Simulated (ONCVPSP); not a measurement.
## Sr: pseudopotential generation

- system: strontium (Sr, Z = 38), core [Ar] 3d10, reference valence 4s2 4p6 (an ion of charge +2), valence charge 10.
- method: ONCV potential, PBE, fully relativistic, made with ONCVPSP 4.0.1

Input:
```
# ATOM AND REFERENCE CONFIGURATION
# atsym  z   nc   nv     iexc    psfile
  Sr 38.00    6    2        4      upf
#
#   n    l    f
    1    0    2.00
    2    0    2.00
    2    1    6.00
    3    0    2.00
    3    1    6.00
    3    2   10.00
    4    0    2.00
    4    1    6.00
#
# PSEUDOPOTENTIAL AND OPTIMIZATION
# lmax
    2
#
#   l,   rc,      ep,       ncon, nbas, qcut
    0    1.85    0.00    4    8    8.30
    1    1.95    0.00    4    7    7.90
    2    1.70    0.09    4    8    5.70
#
# LOCAL POTENTIAL
# lloc, lpopt,  rc(5),   dvloc0
    2    5    1.70    0.00
#
# VANDERBILT-KLEINMAN-BYLANDER PROJECTORs
# l, nproj, debl
    0    2    1.20
    1    2    2.40
    2    0    1.90
#
# MODEL CORE CHARGE
# icmod, fcfact, rcfact
    0    0.00    0.00
#
# LOG DERIVATIVE ANALYSIS
# epsh1, epsh2, depsh
   -4.00    5.00    0.02
#
# OUTPUT GRID
# rlmax, drl
    6.00    0.01
#
# TEST CONFIGURATIONS
# ncnf
    4
# nvcnf
#   n    l    f
    3
    4    0    2.00
    4    1    6.00
    5    0    2.00
#
    3
    4    0    2.00
    4    1    6.00
    5    0    1.00
#
    3
    4    0    2.00
    4    1    6.00
    5    0    1.50
#
    4
    4    0    2.00
    4    1    6.00
    4    2    1.00
    5    0    1.00
#
```

Hardware: 1 CPU thread, shared host.

Launched with:
```bash
oncvpspr.x < Sr.dat > Sr.out
```

Output (extracts):
```
ONCVPSP  (Optimized Norm-Conservinng Vanderbilt PSeudopotential)
relativistic version 4.0.1

#   n    l    f        energy (Ha)
    1    0    2.00    -5.8597196D+02
    2    0    2.00    -7.9778989D+01
    2    1    6.00    -7.0134042D+01    -7.2648025D+01
    3    0    2.00    -1.2776647D+01
    3    1    6.00    -9.8017898D+00    -1.0187244D+01
    3    2   10.00    -5.1911773D+00    -5.2584523D+00
    4    0    2.00    -2.0104090D+00
    4    1    6.00    -1.3276955D+00    -1.3711490D+00

Reference configufation results
  iterations    21
  all-electron total energy (Ha)   -3.17917688D+03

Begin loop to  construct optimized pseudo wave functions
and semi-local pseudopoentials for all angular momenta

WARNING wellstate: negative energy specified for n= 5 l=  0
WARNING scattering state with energy  0.25000000
WARNING will be used for the first projector

   Wellstate for l =  0  n =  6 kap= -1
     eigenvalue =   0.2500
     asymptotic potential =   0.7500
     half-point radius =  4.8036

Calculating optimized projector #   1

 for l=   0

    Fraction of norm inside rc  0.859281
    Optimizing pswf for qcut=   8.31 a_B^-1,  ecut=  34.52 Ha
    Residual kinetic energy error=  1.37D-08 Ha

    Energy error per electron        Cutoff
         Ha          eV             Ha
         0.01000     0.27211       14.10
         0.00100     0.02721       18.75
         0.00010     0.00272       22.69
         0.00001     0.00027       26.03

Calculating optimized projector #   2

 for l=   0

    Fraction of norm inside rc  0.056290
    Optimizing pswf for qcut=   8.31 a_B^-1,  ecut=  34.52 Ha
    Residual kinetic energy error=  7.52D-09 Ha

    Energy error per electron        Cutoff
         Ha          eV             Ha
         0.01000     0.27211       11.92
         0.00100     0.02721       17.44
         0.00010     0.00272       22.05
         0.00001     0.00027       25.93

   Wellstate for l =  1  n =  6 kap= -2
     eigenvalue =   1.0723
     asymptotic potential =   1.5723
     half-point radius =  3.6952

Calculating optimized projector #   1

 for l=   1

    Fraction of norm inside rc  0.782145
    Optimizing pswf for qcut=   7.89 a_B^-1,  ecut=  31.17 Ha
    Residual kinetic energy error=  4.86D-08 Ha

    Energy error per electron        Cutoff
         Ha          eV             Ha
         0.01000     0.27211        5.89
         0.00100     0.02721       15.69
         0.00010     0.00272       20.43
         0.00001     0.00027       24.00

Calculating optimized projector #   2

 for l=   1

    Fraction of norm inside rc  0.085136
    Optimizing pswf for qcut=   7.89 a_B^-1,  ecut=  31.17 Ha
    Residual kinetic energy error=  1.89D-07 Ha

    Energy error per electron        Cutoff
         Ha          eV             Ha
         0.01000     0.27211        6.05
         0.00100     0.02721       16.71
         0.00010     0.00272       21.92
         0.00001     0.00027       25.86

   Wellstate for l =  1  n =  6 kap=  1
     eigenvalue =   1.0289

Calculating optimized projector #   1

 for l=   1

    Fraction of norm inside rc  0.799001
    Optimizing pswf for qcut=   7.89 a_B^-1,  ecut=  31.17 Ha
    Residual kinetic energy error=  4.93D-08 Ha

    Energy error per electron        Cutoff
         Ha          eV             Ha
         0.01000     0.27211        5.93
         0.00100     0.02721       15.40
         0.00010     0.00272       20.29
         0.00001     0.00027       23.90

Calculating optimized projector #   2

 for l=   1

    Fraction of norm inside rc  0.088259
    Optimizing pswf for qcut=   7.89 a_B^-1,  ecut=  31.17 Ha
    Residual kinetic energy error=  2.09D-07 Ha

    Energy error per electron        Cutoff
         Ha          eV             Ha
         0.01000     0.27211        6.16
         0.00100     0.02721       16.53
         0.00010     0.00272       21.92
         0.00001     0.00027       25.91

WARNING wellstate: moderately localized bound state found for n= 4 l=  2
WARNING scattering state with energy  0.05000000
WARNING will be used for the first projector

   Wellstate for l =  2  n =  5 kap= -3
     eigenvalue =   0.0500
     asymptotic potential =   0.5500
     half-point radius =  5.3124

Calculating optimized projector #   1

 for l=   2

    Fraction of norm inside rc  0.129982
    Optimizing pswf for qcut=   5.70 a_B^-1,  ecut=  16.22 Ha
    Residual kinetic energy error=  4.31D-05 Ha

    Energy error per electron        Cutoff
         Ha          eV             Ha
         0.01000     0.27211        7.82
         0.00100     0.02721       11.52
         0.00010     0.00272       14.92
         0.00001     0.00027       29.12

   Wellstate for l =  2  n =  4 kap=  2
     eigenvalue =   0.0900

Calculating optimized projector #   1

 for l=   2

    Fraction of norm inside rc  0.292427
    Optimizing pswf for qcut=   5.70 a_B^-1,  ecut=  16.22 Ha
    Residual kinetic energy error=  8.27D-05 Ha

    Energy error per electron        Cutoff
         Ha          eV             Ha
         0.01000     0.27211        8.37
         0.00100     0.02721       12.24
         0.00010     0.00272       16.06
         0.00001     0.00027       61.48

Construct Vanderbilt / Kleinmman-Bylander projectors

B matrix Hermiticity error, ll=  0  kap= -1
   1   2   -1.6187D-04

  Orthonormal projector coefficients  7.5566E+00 -3.1099E-01

B matrix Hermiticity error, ll=  1  kap= -2
   1   2   -1.7302D-04

  Orthonormal projector coefficients -1.1390E+01  1.4540E+00

B matrix Hermiticity error, ll=  1  kap=  1
   1   2   -1.7915D-04

  Orthonormal projector coefficients -2.2897E+00  1.6836E+00

 Orthonormal scalar projector coefficients, l =  1
 -8.2707E+00  1.4475E+00 -2.8632E-03  3.4953E-05

 Orthonormal spin-orbit projector coefficients, l =  1
 -6.3377E+00  1.1364E-01  5.4148E-03 -1.2288E-03

 Orthonormal scalar projector coefficients, l =  2

 Orthonormal spin-orbit projector coefficients, l =  2

Pseudoatom total energy  -30.136296

Diagnostic tests using Vanderbilt-Kleinman-Bylander pseudopotentials
  relativistic with J = L +/- 1/2 projectors

   l  kap   rcore       rmatch      e in        delta e    norm test   slope test

   0  -1   1.8551721   1.9114991  -2.0104090  -0.0000038   1.0001170   1.0001201
   0  -1   1.8551721   1.9114991   0.2500000   0.0000127   1.0001515   1.0001515

   1  -2   1.9577896   2.0172324  -1.3276955   0.0006937   0.9901724   0.9909827
   1   1   1.9577896   2.0172324  -1.3711490  -0.0000046   1.0001466   1.0001453
   1  -2   1.9577896   2.0172324   1.0723045   0.0001902   1.0022360   1.0022360
   1   1   1.9577896   2.0172324   1.0613770   0.0000113   0.9999112   0.9999112

   2  -3   1.7061314   1.7579332   0.0500000  -0.0057904   1.0019970   1.0019970
   2   2   1.7061314   1.7579332  -0.4700381   0.0061463   0.9977551   0.9977551

Diagnostic tests using Vanderbilt-Kleinman-Bylander pseudopotentials
  relativistic with scalar and spin-orbit non-local projectors

   l  kap   rcore       rmatch      e in        delta e    norm test   slope test

   0  -1   1.8551721   1.9114991  -2.0104090  -0.0000038   1.0001170   1.0001201
   0  -1   1.8551721   1.9114991   0.2500000   0.0000127   1.0001515   1.0001515

   1  -2   1.9577896   2.0172324  -1.3276955   0.0010566   0.9900482   0.9912731
   1   1   1.9577896   2.0172324  -1.3711490   0.0039267   0.9992906   1.0034782
   1  -2   1.9577896   2.0172324   1.0723045   0.0005369   1.0023905   1.0023905
   1   1   1.9577896   2.0172324   1.0613770   0.0005081   1.0004914   1.0004914

   2  -3   1.7061314   1.7579332   0.0500000  -0.0057904   1.0019970   1.0019970
   2   2   1.7061314   1.7579332  -0.4700381   0.0061463   0.9977551   0.9977551

Ghost test for J = L + 1/2

 Testing for bound ghosts
   n   l    E NL Schr. Eq   E Basis Diag.   E Cutoff

   1   0       -2.010413       -2.010406     76.50

       1                       -1.455157     58.16  WARNING - GHOST(-)
   2   1       -1.327002       -1.326703     58.16

 Testing for highly-localized positive-energy ghosts
       l    <radius>/rc     E Basis Diag.   E Cutoff

Ghost test for J = L - 1/2

 Testing for bound ghosts
   n   l    E NL Schr. Eq   E Basis Diag.   E Cutoff

   1   0       -2.010413       -2.010406     76.50

   2   1       -1.371154       -1.371105     58.16

 Testing for highly-localized positive-energy ghosts
       l    <radius>/rc     E Basis Diag.   E Cutoff

Test configuration 0

   n   l kap    f        eae           eps        diff
   1   0  -1  2.0000 -585.97195857
   2   0  -1  2.0000  -79.77898863
   2   1  -2  4.0000  -70.13404212
   2   1   1  2.0000  -72.64802455
   3   0  -1  2.0000  -12.77664744
   3   1  -2  4.0000   -9.80178976
   3   1   1  2.0000  -10.18724402
   3   2  -3  6.0000   -5.19117725
   3   2   2  4.0000   -5.25845232
   4   0  -1  2.0000   -2.01040903   -2.01041288   -3.85E-06
   4   1  -2  4.0000   -1.32769552   -1.32700182    6.94E-04
   4   1   1  2.0000   -1.37114901   -1.37115366   -4.65E-06

    Total energies and differences
      AE_ref= -3.17917688E+03  AE_tst= -3.17917688E+03  dif=  0.00E+00
      PS_ref= -3.01362955E+01  PS_tst= -3.01362955E+01  dif= -1.78E-14
      PSP excitation error=  1.78E-14

Test configuration 1

   n   l kap    f        eae           eps        diff
   1   0  -1  2.0000 -585.45255364
   2   0  -1  2.0000  -79.26101801
   2   1  -2  4.0000  -69.61600641
   2   1   1  2.0000  -72.12996421
   3   0  -1  2.0000  -12.26000101
   3   1  -2  4.0000   -9.28525075
   3   1   1  2.0000   -9.67063986
   3   2  -3  6.0000   -4.67476412
   3   2   2  4.0000   -4.74201551
   4   0  -1  2.0000   -1.50245171   -1.50271299   -2.61E-04
   4   1  -2  4.0000   -0.82477088   -0.82434639    4.24E-04
   4   1   1  2.0000   -0.86740353   -0.86764812   -2.45E-04
   5   0  -1  2.0000   -0.12957290   -0.12942830    1.45E-04

    Total energies and differences
      AE_ref= -3.17917688E+03  AE_tst= -3.17979759E+03  dif= -6.21E-01
      PS_ref= -3.01362955E+01  PS_tst= -3.07567581E+01  dif= -6.20E-01
      PSP excitation error= -2.50E-04

Test configuration 2

   n   l kap    f        eae           eps        diff
   1   0  -1  2.0000 -585.68900558
   2   0  -1  2.0000  -79.49697255
   2   1  -2  4.0000  -69.85198558
   2   1   1  2.0000  -72.36595213
   3   0  -1  2.0000  -12.49549687
   3   1  -2  4.0000   -9.52071030
   3   1   1  2.0000   -9.90612167
   3   2  -3  6.0000   -4.91017957
   3   2   2  4.0000   -4.97743912
   4   0  -1  2.0000   -1.73509531   -1.73525319   -1.58E-04
   4   1  -2  4.0000   -1.05587573   -1.05533536    5.40E-04
   4   1   1  2.0000   -1.09876671   -1.09889915   -1.32E-04
   5   0  -1  1.0000   -0.30675463   -0.30660642    1.48E-04

    Total energies and differences
      AE_ref= -3.17917688E+03  AE_tst= -3.17958132E+03  dif= -4.04E-01
      PS_ref= -3.01362955E+01  PS_tst= -3.05406423E+01  dif= -4.04E-01
      PSP excitation error= -9.37E-05

Test configuration 3

   n   l kap    f        eae           eps        diff
   1   0  -1  2.0000 -585.56444241
   2   0  -1  2.0000  -79.37271295
   2   1  -2  4.0000  -69.72771105
   2   1   1  2.0000  -72.24167227
   3   0  -1  2.0000  -12.37151749
   3   1  -2  4.0000   -9.39675311
   3   1   1  2.0000   -9.78215088
   3   2  -3  6.0000   -4.78624911
   3   2   2  4.0000   -4.85350368
   4   0  -1  2.0000   -1.61286880   -1.61307598   -2.07E-04
   4   1  -2  4.0000   -0.93460476   -0.93412073    4.84E-04
   4   1   1  2.0000   -0.97733665   -0.97752231   -1.86E-04
   5   0  -1  1.5000   -0.21534004   -0.21517834    1.62E-04

    Total energies and differences
      AE_ref= -3.17917688E+03  AE_tst= -3.17971163E+03  dif= -5.35E-01
      PS_ref= -3.01362955E+01  PS_tst= -3.06708766E+01  dif= -5.35E-01
      PSP excitation error= -1.73E-04

Test configuration 4

psatom_r: WARNING lschvkbb convergence error n,l,kap,iter=   3   2  -3

1
ea(ii),et,emin,emax -6.149655E-02 -5.534689E-02 -5.534689E-02 -5.534689E-02

psatom_r: WARNING lschvkbb convergence error n,l,kap,iter=   1   0  -1

2
ea(ii),et,emin,emax -1.491012E+00 -1.341911E+00 -1.341911E+00 -1.341911E+00

psatom_r: WARNING lschvkbb convergence error n,l,kap,iter=   2   1  -2

2
ea(ii),et,emin,emax -8.158405E-01 -7.831296E-01 -7.831296E-01 -7.831296E-01

psatom_r: WARNING lschvkbb convergence error n,l,kap,iter=   3   2  -3

2
ea(ii),et,emin,emax -6.149655E-02 -5.534689E-02 -5.534689E-02 -5.534689E-02

psatom_r: WARNING lschvkbb convergence error n,l,kap,iter=   2   0  -1

2
ea(ii),et,emin,emax -1.418070E-01 -1.276263E-01 -1.276263E-01 -1.276263E-01
run_config_r: WARNING for fully non-local PS atom,
 WARNING no output for configuration 5
```

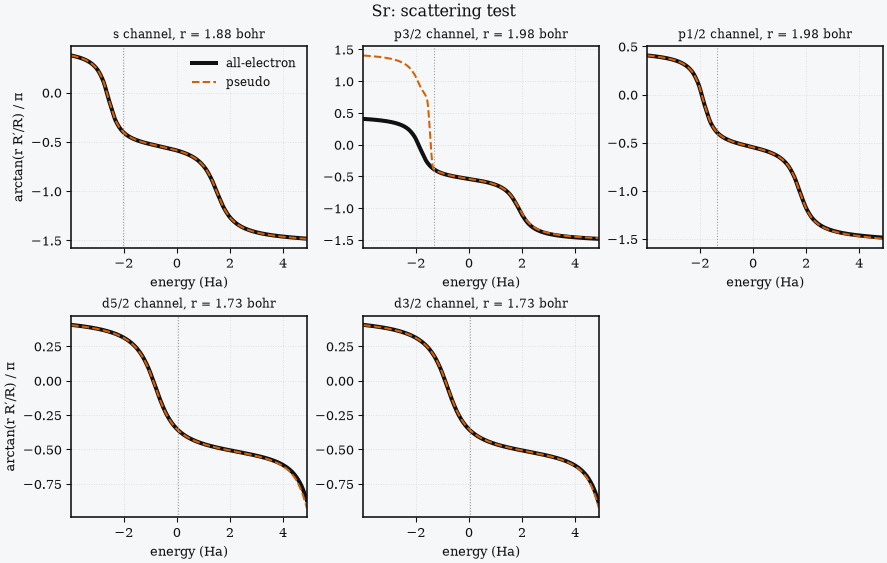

*Unwrapped phase arctan(r R′/R) in units of π against energy, all-electron (solid) and pseudo (dashed); the pseudo phase is matched to the all-electron one at the reference energy. Here R(r) is the radial function. A near-vertical step is a level narrower than the spacing of the points behind the curves. The dotted line marks the reference energy of the channel. Not drawn: f7/2: not judged; f5/2: not judged.*

- Range over which the phases agree within 0.05 rad: s: over the whole range drawn; p3/2: between about -1.5 and 2.0 Ha; p1/2: over the whole range drawn; d5/2: up to about 4.3 Ha; d3/2: up to about 4.6 Ha.
- Ghost states: Going away from the reference energies, the phases part by more than π/2 in: p3/2 at about -1.5 Ha (below its reference energy, pseudo phase higher, at the flagged ghost). Such a step is either a state that only one of the two atoms has or an ordinary level shifted in energy. The separate test gives: GHOST(-) flagged for p3/2 at -39.6 eV; no localised positive-energy state flagged.

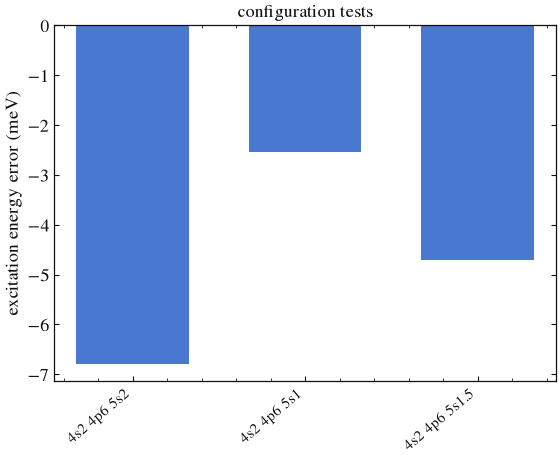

*Errors, all-electron minus pseudo, of the energies of valence configurations relative to the unpolarised reference 4s2 4p6. Not all tests gave a result: 1 of 4 tests not solved.*

- Worst configuration: 4s2 4p6 5s2 (neutral): the error is -6.8 meV on an all-electron energy of -16.89 eV relative to the reference, or 0.04 %.
- Configurations within 10 meV and within 50 meV: 3 and 3 of 3.
- Errors in meV: 4s2 4p6 5s2: -6.8; 4s2 4p6 5s1: -2.5; 4s2 4p6 5s1.5: -4.7. The potential isn't sound: its ghost test gives GHOST(-) flagged for p3/2 at -39.6 eV; no localised positive-energy state flagged.

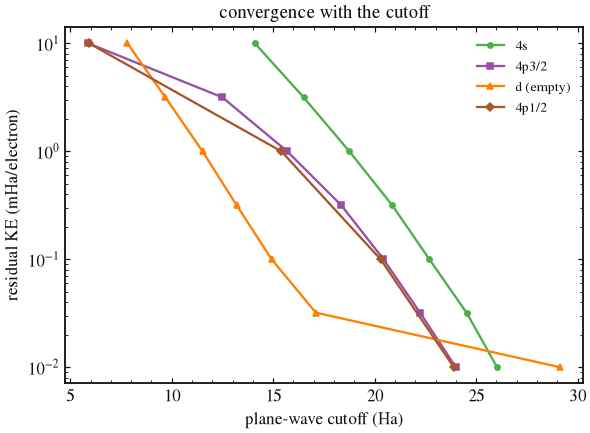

*Residual kinetic energy of the pseudo-waves (the first of each channel, and further valence shells) beyond the plane-wave cutoff, as the generator prints it.*

- Hardest wave at 1 mHa per electron: 4s, with rc = 1.85 bohr and qcut = 8.3 1/bohr. The optimisation minimises, but can't always remove, the kinetic energy above qcut²/2 = 34.4 Ha, and a larger rc would as a rule soften the wave at some cost in transferability.
- Cutoffs for 1 mHa per electron: 4s: 19 Ha; 4p3/2: 16 Ha; 4p1/2: 15 Ha; d (empty): 12 Ha.
- Cutoffs for the occupied states: 19 Ha for 1 mHa and 23 Ha for 0.1 mHa per electron. The first is set by 4s.

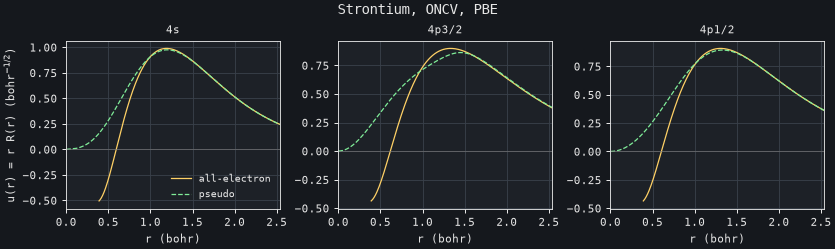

*Pseudo-waves (dashed) against the all-electron radial functions (solid). The innermost oscillations of some all-electron curves aren't drawn. Reference configuration 4s2 4p6.*

- Matching radii: 4s at 1.85 bohr; 4p3/2 at 1.95 bohr; 4p1/2 at 1.95 bohr. The curves merge smoothly, so the plot gives these only roughly.
- Nodes of the pseudo-waves: 4s has no node; 4p3/2 has no node; 4p1/2 has no node.

Key numbers:

- outcome: generated, with a ghost state
- cutoffs needed: 19 Ha and 23 Ha (the cutoffs at which the residual kinetic energy of the hardest occupied pseudo-wave falls to 1 and 0.1 mHa per electron)
- ghost test: GHOST(-) flagged for p3/2 at -39.6 eV; no localised positive-energy state flagged
- configuration tests: 1 of 4 tests not solved
- largest excitation error among the tests solved: -6.8 meV (all-electron minus pseudo) for 4s2 4p6 5s2
- range over which the phases arctan(r R′/R) at the test radius agree within 0.05 rad (a looser test near the poles than one of phase shifts): s: over the whole range computed; p3/2: between about -1.5 and 2.0 Ha; p1/2: over the whole range computed; d5/2: up to about 4.3 Ha; d3/2: up to about 4.6 Ha; f7/2: not judged, local potential alone; f5/2: not judged, local potential alone
- wall time: 5.4 s

Remarks:

The potential has a bound ghost state, so it can't be used as it stands. Warnings of the program, in the generation or the tests: wellstate: moderately localized bound state found for n= 4 l= 2; wellstate: negative energy specified for n= 5 l= 0.
